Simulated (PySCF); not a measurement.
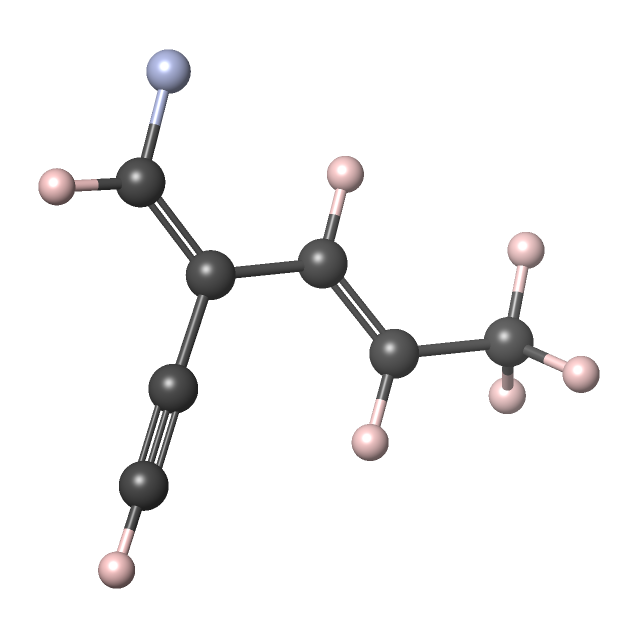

The picture shows a molecular structure as a ball-and-stick model. Double and triple bonds are drawn as two and three sticks. Colours: carbon dark grey, fluorine light blue, hydrogen pink.

The geometry was computed by an optimisation with GFN2-xTB. No frequency run is at hand to confirm it as a minimum.

Question: What is the molecular formula?

Answer: C7H7F, 15 atoms: 7 carbon, 7 hydrogen and 1 fluorine.

Question: Describe its rings.

Answer: It has no ring.

More results for the same structure follow; atom numbers are the same in all pictures, views and colours differ.

**Symmetry**

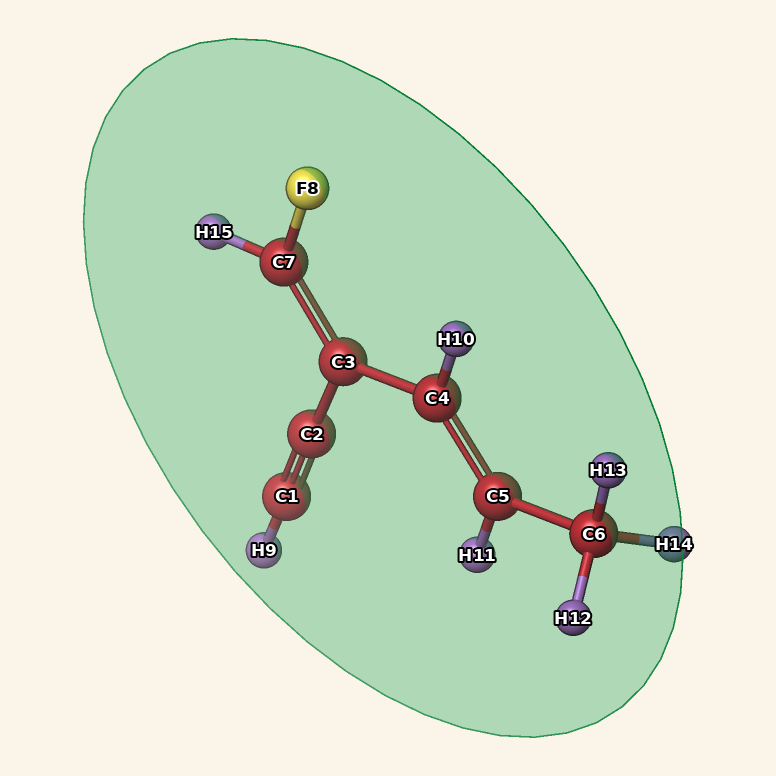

A disc through the centre of mass is drawn in. Distant atoms are faded towards the background colour. No frequency run is at hand to confirm it as a minimum.

Question: Is the plane of the disc a mirror plane of the structure?

Answer: Yes. The reflection leaves C1, C2, C3, C4, C5, C6, C7, F8, H9, H10, H11, H13, H15 in place and moves H12 ↔ H14. The point group is Cs.

**Excitation**

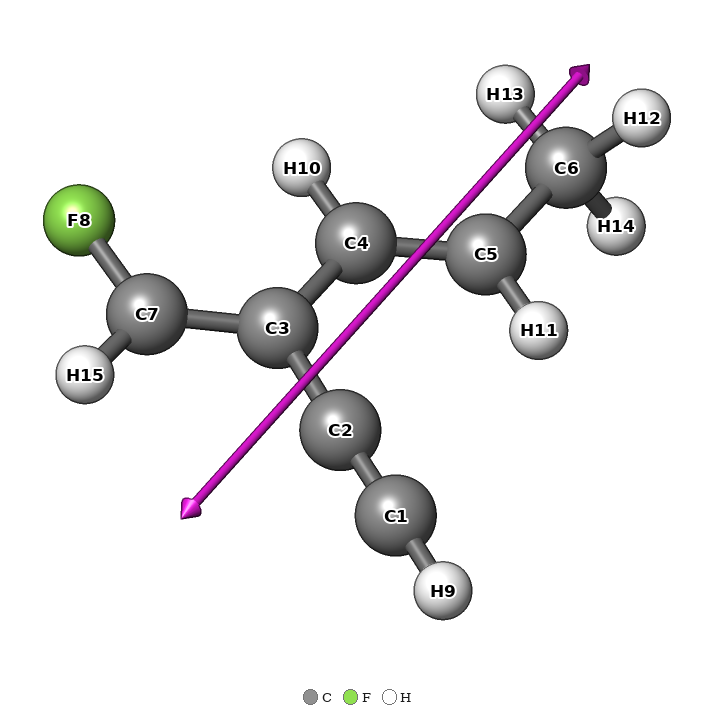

The double arrow shows the direction of the transition dipole to excited singlet state 3 (its length means nothing). No frequency run is at hand to confirm it as a minimum. Level of theory: TDDFT PBE0/def2-SVPD, vertical, gas phase, core orbitals frozen in the response (PySCF 2.14.0).

Question: How is the transition polarised?

Answer: Nearly parallel to the C3–C4 bond.

Question: Where does the transition lie, and how strong is it?

Answer: 5.73 eV (216 nm), oscillator strength 0.035, mainly HOMO−1 → LUMO (weight 0.80); transition dipole 1.27 D.

**NMR shielding**

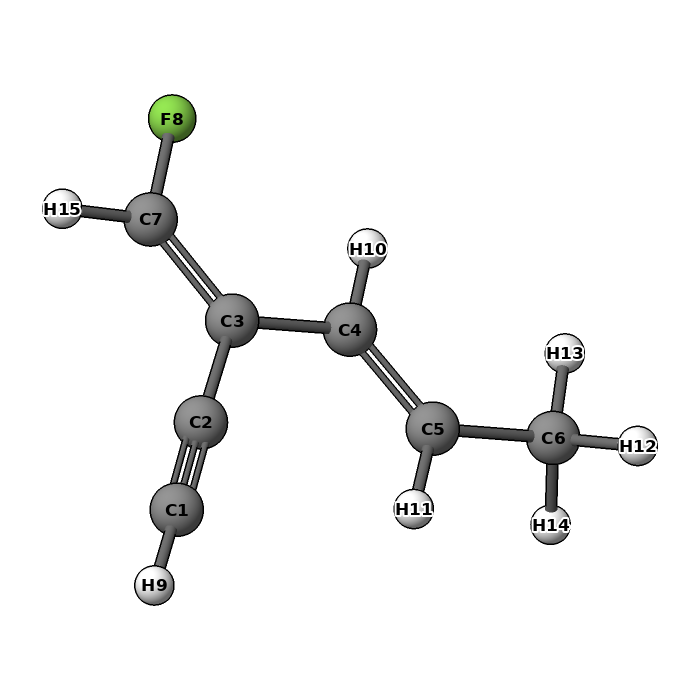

The questions are on isotropic NMR shieldings of the C atoms. No frequency run is at hand to confirm it as a minimum. Properties computed with GIAO PBE0/pcSseg-1 NMR shielding, non-relativistic, gas phase (PySCF 2.14.0).

List the isotropic NMR shieldings of the C atoms.

```json
{"atom": "C1", "σ (ppm)": "96.7"}
{"atom": "C2", "σ (ppm)": "105.3"}
{"atom": "C3", "σ (ppm)": "72.9"}
{"atom": "C4", "σ (ppm)": "60.2"}
{"atom": "C5", "σ (ppm)": "47.0"}
{"atom": "C6", "σ (ppm)": "164.4"}
{"atom": "C7", "σ (ppm)": "21.5"}
```

**Charges**

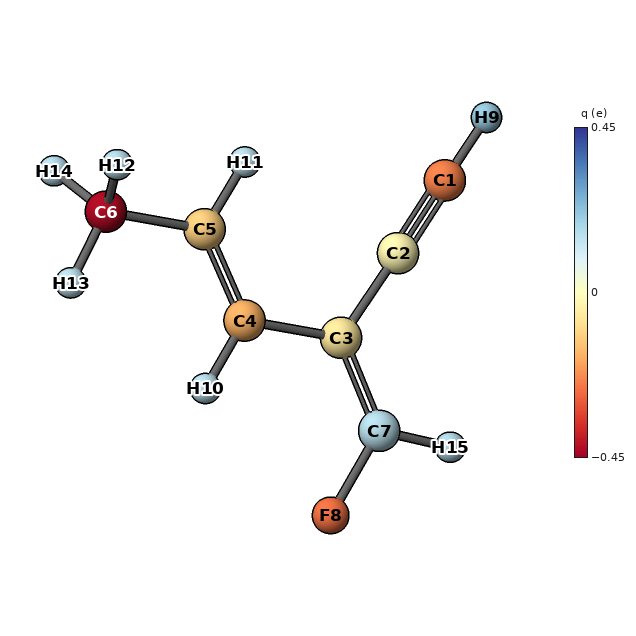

Atoms are coloured by their IAO charges. No frequency run is at hand to confirm it as a minimum. Properties computed with PBE0/pcSseg-1, gas phase (PySCF 2.14.0).

Give the IAO charges atom by atom.

```json
{"atom": "C1", "value (e)": "−0.24"}
{"atom": "C2", "value (e)": "−0.02"}
{"atom": "C3", "value (e)": "−0.06"}
{"atom": "C4", "value (e)": "−0.17"}
{"atom": "C5", "value (e)": "−0.12"}
{"atom": "C6", "value (e)": "−0.42"}
{"atom": "C7", "value (e)": "0.15"}
{"atom": "F8", "value (e)": "−0.26"}
{"atom": "H9", "value (e)": "0.20"}
{"atom": "H10", "value (e)": "0.15"}
{"atom": "H11", "value (e)": "0.15"}
{"atom": "H12", "value (e)": "0.15"}
{"atom": "H13", "value (e)": "0.15"}
{"atom": "H14", "value (e)": "0.15"}
{"atom": "H15", "value (e)": "0.17"}
```

**Polarisability**

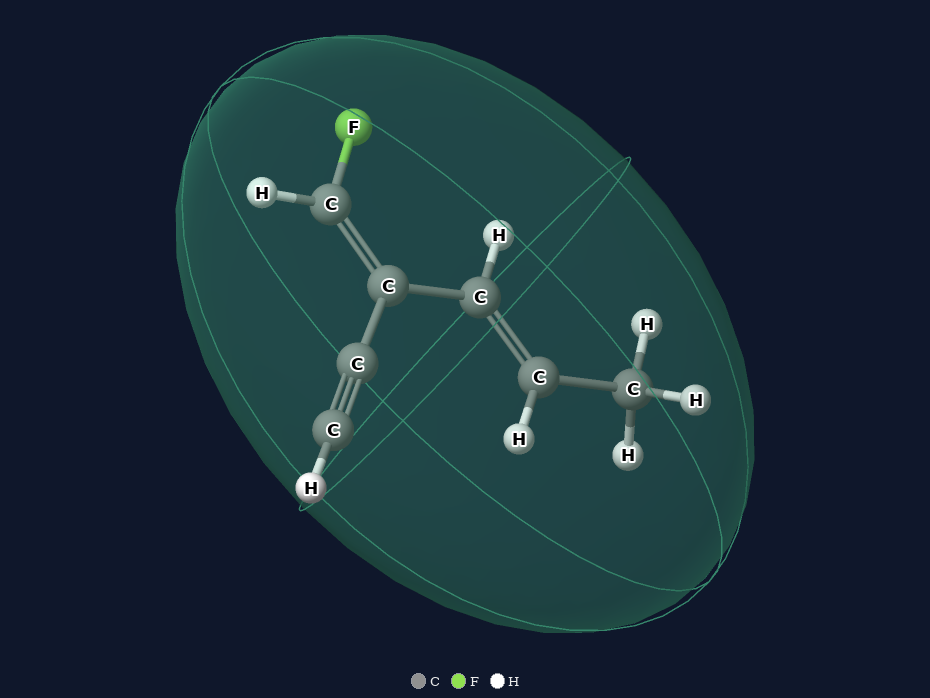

The ellipsoid shows the static dipole polarisability: its half-axes are proportional to the principal values. No frequency run is at hand to confirm it as a minimum. Computed with PBE0/def2-SVPD (PySCF 2.14.0).

Question: How large and how anisotropic is the polarisability?

Answer: Principal values 53.3, 97.2, 116.8 bohr³; mean 89.1 bohr³ (13.20 Å³); anisotropy 56.3 bohr³, so the longest axis is 2.19 times the shortest.
